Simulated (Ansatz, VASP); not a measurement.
# Si2Ni in two plane-wave programs

One calculation is typed for both programs; each brings its own data sets and cutoff. How far apart do they land? The cell comes out of earlier VASP steps on this material, which relaxed, scaled or displaced it; both programs get it as it stands.

Calculated with Ansatz 0.2.0; plane waves, with VASP 6.6.1 beside it; relaxation of cell and atoms at LDA and relaxation of cell and atoms at RPBE.

### 1. Set-up

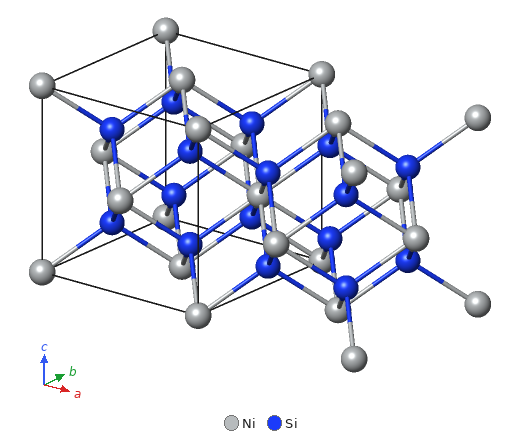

The cell as given, from a free direction (nickel light grey, silicon blue). 2×1×1 cells are drawn. This picture shows the conventional cell, with its axes. Some periodic images of atoms are drawn too.

Coordinates:

```xyz
3
Lattice="0.0000 2.6751 2.6751 2.6751 0.0000 2.6751 2.6751 2.6751 0.0000" Properties=species:S:1:pos:R:3 pbc="T T T"
Ni    0.0000    0.0000    0.0000
Si    4.0127    4.0127    4.0127
Si    1.3376    1.3376    1.3376
```

### 2. VASP: relaxation of cell and atoms, LDA

The relaxed volume is the usual yardstick between codes: its relative difference is about their pressure difference at one cell divided by the bulk modulus.

Lines of VASP's logs that name or quote its potential files are left out, and so is its time.

The input, INCAR:

```
SYSTEM = Si2Ni
PREC = Accurate
ENCUT = 450
EDIFF = 1E-07
NELM = 100
ISMEAR = 0
SIGMA = 0.05
LREAL = .FALSE.
ALGO = Normal
GGA = CA
NBANDS = 16
ISPIN = 2
MAGMOM = 0 0 0
LASPH = .TRUE.
LMAXMIX = 4
LORBIT = 11
LWAVE = .FALSE.
LCHARG = .FALSE.
KPAR = 8
IBRION = 2
NSW = 50
ISIF = 3
EDIFFG = -0.002
```

The input, POSCAR:

```
Si2Ni
1.0
    0.0000000000      2.6751385183      2.6751385183
    2.6751385183      0.0000000000      2.6751385183
    2.6751385183      2.6751385183      0.0000000000
Ni Si
1 2
Direct
    0.0000000000      0.0000000000      0.0000000000
    0.7500000000      0.7500000000      0.7500000000
    0.2500000000      0.2500000000      0.2500000000
```

The input, KPOINTS:

```
Automatic mesh
0
Gamma
12 12 12
0 0 0
```

Potentials, in the order of the species: Ni and Si (LDA family, release 64).

Run with:

```console
$ mpirun -np 8 vasp_std
```

Numbers of over 12 decimals in the logs are rounded to 6 here.

Log:

```text
[banner, memory and clock lines left out]
running    8 mpi-ranks, on    1 nodes
 distrk:  each k-point on    1 cores,    8 groups
 distr:  one band on    1 cores,    1 groups

 POSCAR found type information on POSCAR NiSi
 POSCAR found :  2 types and       3 ions
|                                                                             |
|           W    W    AA    RRRRR   N    N  II  N    N   GGGG   !!!           |
|           W    W   A  A   R    R  NN   N  II  NN   N  G    G  !!!           |
|           W    W  A    A  R    R  N N  N  II  N N  N  G       !!!           |
|           W WW W  AAAAAA  RRRRR   N  N N  II  N  N N  G  GGG   !            |
|           WW  WW  A    A  R   R   N   NN  II  N   NN  G    G                |
|           W    W  A    A  R    R  N    N  II  N    N   GGGG   !!!           |
|                                                                             |
|     For optimal performance we recommend to set                             |
|       NCORE = 2 up to number-of-cores-per-socket                            |
|     NCORE specifies how many cores store one orbital (NPAR=cpu/NCORE).      |
|     This setting can greatly improve the performance of VASP for DFT.       |
|     The default, NCORE=1 might be grossly inefficient on modern             |
|     multi-core architectures or massively parallel machines. Do your        |
|     Unfortunately you need to use the default for GW and RPA                |
|     calculations (for HF NCORE is supported but not extensively tested      |
|     yet).                                                                   |
|                                                                             |

 LDA part: xc-table for (Slater(with rela. corr.)+CA(PZ))
 , standard interpolation
 POSCAR, INCAR and KPOINTS ok, starting setup
 FFT: planning ... GRIDC
 FFT: planning ... GRID_SOFT
 FFT: planning ... GRID
 WAVECAR not read
 entering main loop
       N       E                     dE             d eps       ncg     rms          rms(c)
DAV:   1     0.587974920069E+02    0.58797E+02   -0.71155E+03  4664   0.104E+03
DAV:   2    -0.187769776492E+02   -0.77574E+02   -0.70786E+02  5160   0.204E+02
DAV:   3    -0.219204185974E+02   -0.31434E+01   -0.30931E+01  6000   0.450E+01
DAV:   4    -0.219713601721E+02   -0.50942E-01   -0.50918E-01  5488   0.562E+00
DAV:   5    -0.219727339393E+02   -0.13738E-02   -0.13737E-02  6016   0.953E-01    0.165E+01
DAV:   6    -0.259472583862E+02   -0.39745E+01   -0.37718E+01  4816   0.146E+02    0.233E+01
DAV:   7    -0.200150293743E+02    0.59322E+01   -0.11509E+01  5784   0.920E+01    0.349E+00
DAV:   8    -0.199613476040E+02    0.53682E-01   -0.14092E+00  6408   0.184E+01    0.281E+00
DAV:   9    -0.198995894696E+02    0.61758E-01   -0.25373E-01  5496   0.976E+00    0.601E-01
DAV:  10    -0.198981783651E+02    0.14111E-02   -0.95651E-03  6488   0.172E+00    0.279E-01
DAV:  11    -0.198979809322E+02    0.19743E-03   -0.63132E-04  5864   0.189E-01    0.621E-02
DAV:  12    -0.198979795128E+02    0.14194E-05   -0.33610E-05  6488   0.726E-02    0.210E-02
DAV:  13    -0.198979767798E+02    0.27330E-05   -0.50234E-06  6928   0.456E-02    0.729E-03
DAV:  14    -0.198979767125E+02    0.67341E-07   -0.15744E-06  7176   0.224E-02    0.289E-03
DAV:  15    -0.198979766840E+02    0.28454E-07   -0.10932E-07  3072   0.457E-03
   1 F= -.19897977E+02 E0= -.19897239E+02  d E =-.198980E+02  mag=     0.0000
 curvature:   0.00 expect dE= 0.000E+00 dE for cont linesearch  0.000E+00
 trial: gam= 0.00000 g(F)=  0.137E-47 g(S)=  0.345E-05 ort = 0.000E+00 (trialstep = 0.100E+01)
 search vector abs. value=  0.345E-05
 bond charge predicted
       N       E                     dE             d eps       ncg     rms          rms(c)
DAV:   1    -0.198980262054E+02   -0.49493E-04   -0.36310E-04  4912   0.382E-01    0.703E-02
DAV:   2    -0.198981500650E+02   -0.12386E-03   -0.86624E-04  5480   0.758E-01    0.118E-01
DAV:   3    -0.198979760057E+02    0.17406E-03   -0.41216E-04  5336   0.529E-01    0.110E-02
DAV:   4    -0.198979747560E+02    0.12498E-05   -0.80484E-06  4888   0.221E-02    0.319E-03
DAV:   5    -0.198979746446E+02    0.11133E-06   -0.34376E-07  5272   0.113E-02    0.104E-03
DAV:   6    -0.198979746481E+02   -0.34281E-08   -0.44877E-08  2656   0.187E-03
   2 F= -.19897975E+02 E0= -.19897238E+02  d E =0.203595E-05  mag=    -0.0000
 trial-energy change:    0.000002  1 .order    0.000001   -0.000003    0.000005
 step:   0.2410(harm=  0.4126)  dis= 0.00000  next Energy=   -19.897977 (dE=-0.397E-06)
 bond charge predicted
       N       E                     dE             d eps       ncg     rms          rms(c)
DAV:   1    -0.198980062481E+02   -0.31604E-04   -0.20780E-04  4800   0.291E-01    0.530E-02
DAV:   2    -0.198980766592E+02   -0.70411E-04   -0.49226E-04  5400   0.572E-01    0.892E-02
DAV:   3    -0.198979775662E+02    0.99093E-04   -0.23564E-04  5296   0.399E-01    0.849E-03
DAV:   4    -0.198979768176E+02    0.74858E-06   -0.44754E-06  4880   0.182E-02    0.219E-03
DAV:   5    -0.198979767751E+02    0.42502E-07   -0.16419E-07  4240   0.757E-03
   3 F= -.19897977E+02 E0= -.19897240E+02  d E =-.910572E-07  mag=    -0.0000
 curvature:  -0.19 expect dE=-0.388E-07 dE for cont linesearch -0.388E-07
 trial: gam= 0.00000 g(F)=  0.607E-46 g(S)=  0.205E-06 ort =-0.841E-06 (trialstep = 0.848E+00)
 search vector abs. value=  0.206E-06
 reached required accuracy - stopping structural energy minimisation
```

Parts of OUTCAR (step 2):

```text
ion  position               nearest neighbor table
   1  0.000  0.000  0.000-   2 2.32   2 2.32   2 2.32   2 2.32   3 2.32   3 2.32   3 2.32   3 2.32

  LATTYP: Found a face centered cubic cell.
 ALAT       =     5.3502770366

 Subroutine GETGRP returns: Found 48 space group operations
 (whereof 48 operations were pure point group operations)

The static configuration has the point symmetry O_h .

 Found     72 irreducible k-points:

   k-points           NKPTS =     72   k-points in BZ     NKDIM =     72   number of bands    NBANDS=     16

   dimension x,y,z NGX =    28 NGY =   28 NGZ =   28
   dimension x,y,z NGXF=    56 NGYF=   56 NGZF=   56

   ENCUT  =  450.0 eV  33.07 Ry    5.75 a.u.   6.54  6.54  6.54*2*pi/ulx,y,z

   NELECT =      18.0000    total number of electrons

 k-points in reciprocal lattice and weights: Automatic mesh
   0.00000000  0.00000000  0.00000000       0.001
   0.08333333  0.00000000  0.00000000       0.005
   0.16666667  0.00000000  0.00000000       0.005
   0.25000000  0.00000000  0.00000000       0.005
   0.33333333  0.00000000  0.00000000       0.005
   0.41666667  0.00000000  0.00000000       0.005
   0.50000000  0.00000000  0.00000000       0.002
   0.08333333  0.08333333  0.00000000       0.003
   0.16666667  0.08333333  0.00000000       0.014
[...]
-0.33333333  0.50000000  0.16666667       0.007
  -0.25000000  0.50000000  0.25000000       0.003

 average (electrostatic) potential at core
       1 -81.8731       2 -81.0325       3 -81.0325

 E-fermi :  10.8151

 spin component 1
 k-point     1 :       0.0000    0.0000    0.0000
  band No.  band energies     occupation
    ...
      3       5.3827      1.00000
      4       5.3827      1.00000
      5       7.1112      1.00000
      6       7.1112      1.00000
      7      10.6894      0.99981
      8      12.5704      0.00000
      9      12.5704      0.00000
     10      12.5704      0.00000
     11      13.0595      0.00000
     12      13.0595      0.00000
    ...

 k-point     2 :       0.0833    0.0000    0.0000
  band No.  band energies     occupation
    ...
      3       5.4163      1.00000
      4       5.4163      1.00000
      5       7.0914      1.00000
      6       7.0914      1.00000
      7      10.4565      1.00000
      8      11.5912      0.00000
      9      12.0201      0.00000
     10      12.0201      0.00000
     11      13.6242      0.00000
     12      13.6242      0.00000
    ...

 k-point     3 :       0.1667    0.0000    0.0000
  band No.  band energies     occupation
    ...
      3       5.5081      1.00000
      4       5.5081      1.00000
      5       7.0491      1.00000
      6       7.0491      1.00000
      7       9.3284      1.00000
      8      11.3315      0.00000
      9      11.3315      0.00000
     10      11.6273      0.00000
     11      13.7959      0.00000
     12      13.7959      0.00000
    ...

 k-point     4 :       0.2500    0.0000    0.0000
  band No.  band energies     occupation
    ...
      5       7.0309      1.00000
      6       7.0309      1.00000
      7       8.2212      1.00000
      8      10.6578      1.00000
      9      10.6578      1.00000
     10      12.0097      0.00000
     11      13.3252      0.00000
     12      13.3252      0.00000
     13      14.3246      0.00000
     14      16.3000      0.00000
    ...

 k-point     5 :       0.3333    0.0000    0.0000
  band No.  band energies     occupation
    ...
      5       7.0889      1.00000
      6       7.0889      1.00000
      7       7.4597      1.00000
      8      10.0260      1.00000
      9      10.0260      1.00000
     10      12.3481      0.00000
     11      12.9410      0.00000
     12      12.9410      0.00000
     13      13.8952      0.00000
     14      17.6371      0.00000
    ...

 k-point     6 :       0.4167    0.0000    0.0000
  band No.  band energies     occupation
    ...
      5       7.0367      1.00000
      6       7.2174      1.00000
      7       7.2174      1.00000
      8       9.5279      1.00000
      9       9.5279      1.00000
     10      12.5439      0.00000
     11      12.7239      0.00000
     12      12.7239      0.00000
     13      13.6368      0.00000
     14      19.0949      0.00000
    ...

  Total        0.0020636      0.0020636      0.0020636      0.0000000      0.0000000     -0.0000000
  in kB        0.0863601      0.0863601      0.0863601      0.0000000      0.0000000     -0.0000000
  external PRESSURE =       0.0863601 kB  Pullay stress =       0.0000000 kB

  energy-cutoff  :      450.00
  volume of cell :       38.28
      direct lattice vectors                 reciprocal lattice vectors
    -0.000000000  2.675050914  2.675050914    -0.186912330  0.186912330  0.186912330
     2.675050914  0.000000000  2.675050914     0.186912330 -0.186912330  0.186912330
     2.675050914  2.675050914  0.000000000     0.186912330  0.186912330 -0.186912330

 POSITION                                       TOTAL-FORCE (eV/Angst)
 -----------------------------------------------------------------------------------
     -0.00000      0.00000      0.00000        -0.000000     -0.000000     -0.000000
      4.01258      4.01258      4.01258         0.000000      0.000000      0.000000
      1.33753      1.33753      1.33753        -0.000000     -0.000000     -0.000000
 -----------------------------------------------------------------------------------
    total drift:                               -0.000000     -0.000000      0.000000

  FREE ENERGIE OF THE ION-ELECTRON SYSTEM (eV)
  ---------------------------------------------------
  free  energy   TOTEN  =       -19.8979767751 eV

  energy  without entropy=      -19.8965023543  energy(sigma->0) =      -19.89723956

 reached required accuracy - stopping structural energy minimisation

 total charge
# of ion       s       p       d       tot
------------------------------------------
    1        0.580   0.848   8.488   9.916
    2        0.743   0.872   0.000   1.615
    3        0.743   0.872   0.000   1.615
--------------------------------------------------
tot          2.067   2.591   8.488  13.147

 magnetization (x)
# of ion       s       p       d       tot
------------------------------------------
    1        0.000   0.000  -0.000   0.000
    2       -0.000   0.000   0.000  -0.000
    3       -0.000   0.000   0.000  -0.000
--------------------------------------------------
tot         -0.000   0.000  -0.000  -0.000

[... 1 further part left out ...]
```

CONTCAR:

```
Si2Ni
   1.00000000000000
    -0.0000000000000000    2.6750509140304710    2.6750509140304710
     2.6750509140304710    0.0000000000000000    2.6750509140304710
     2.6750509140304710    2.6750509140304710    0.0000000000000000
  Ni              Si
     1     2
Direct
     0.0000000000000000    0.0000000000000000    0.0000000000000000
     0.7500000000000000    0.7500000000000000    0.7500000000000000
     0.2500000000000000    0.2500000000000000    0.2500000000000000
```

(Part 1 of 2 ends here.)

[Lines on the potential files, build, host, timing and source positions are cut from VASP's logs without a mark.]

[Logs are printed without paths, hosts, clocks, repeated set-up lines and the standing remarks that a program may print on its own settings, such as how far it seeks lower states.]

[Hosts, paths, dates, database ids (printed as entryN), source tags and the programs' standing remarks are cut or masked in the printed files.]
